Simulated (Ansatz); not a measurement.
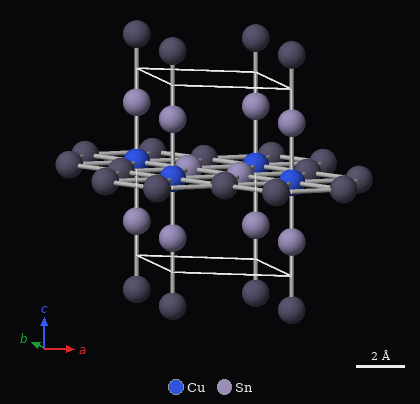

The image is a ball-and-stick drawing of a crystal, viewed slightly off an axis. The parallelepiped is the simulation cell. Bonded atoms from the next cells complete the picture, in fainter colours.

Input deck:
```yaml
crystal:
  lattice:
    - [5.1210796769, 0.0, 0.0]
    - [-2.5605398384, 4.434985095, 0.0]
    - [0.0, 0.0, 7.9280736206]
  atoms:
    - { symbol: Cu, position: [0.0, 0.0, 0.5] }
    - { symbol: Sn, position: [0.3333333333, 0.6666666667, 0.5] }
    - { symbol: Sn, position: [0.6666666667, 0.3333333333, 0.5] }
    - { symbol: Sn, position: [0.0, 0.0, 0.1822509563] }
    - { symbol: Sn, position: [0.0, 0.0, 0.8177490437] }
basis:
  ecutwfc: 420
kpoints:
  mp_grid: { grid: [12, 12, 6] }
  band_path:
    path:
      - [[0.0, 0.0, 0.0], [0.5, 0.0, 0.0], [0.33333333, 0.33333333, 0.0], [0.0, 0.0, 0.0], [0.0, 0.0, 0.5], [0.5, 0.0, 0.5], [0.33333333, 0.33333333, 0.5], [0.0, 0.0, 0.5]]
      - [[0.5, 0.0, 0.5], [0.5, 0.0, 0.0]]
      - [[0.33333333, 0.33333333, 0.5], [0.33333333, 0.33333333, 0.0]]
    npoints: 14
hamiltonian:
  xc: pbe
scf:
  occupations: { method: gaussian, width: 0.1 }
  n_extra_bands: 12
output:
  forces: true
  stress: true
  eigenvalues: true
  populations: true
  dos: { projected: true, de: 0.02, nscf_kmesh: { grid: [15, 15, 8] } }
  bader: true
  write_density: true
  write_potential: true
  elf: true
  volumetric_format: npy
```
Run as:
```sh
ansatz run input.yaml --threads 1 --pin off --max-ram 2560MiB --backend cpu --events-out ev --progress --plain --runs-dir out
```

Run with Ansatz 0.2.0, DFT PBE, scalar-relativistic, plane waves, PAW and these settings: a cutoff energy of 420 eV, a 12×12×6 sampling of the Brillouin zone, Gaussian smearing of 0.1 eV, no spin polarisation.

Question: What net charge does each kind of atom have (Bader)?

Answer: Cu -0.29 e; Sn +0.07 e. Little charge moves, as in a metallic or covalent solid.

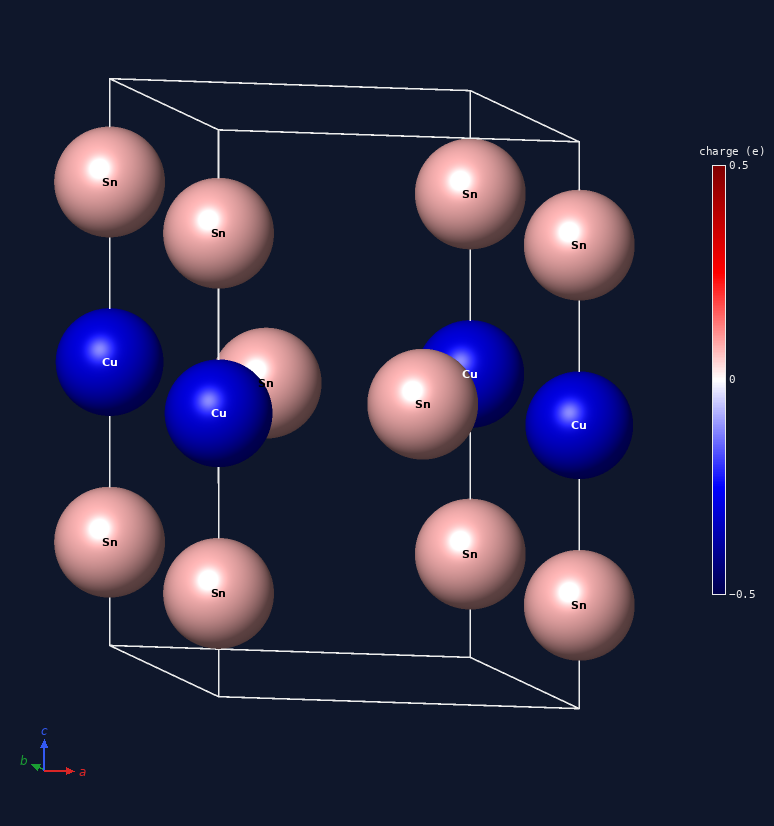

The atoms coloured by those charges.

The initial geometry was a random cell made by a generator, so it need not be a real form of the compound. Earlier steps of the study, as a rule a relaxation of our own, may have changed the cell and positions, so they can lie some per cent off the listed ones. It went into a calculation with Ansatz.
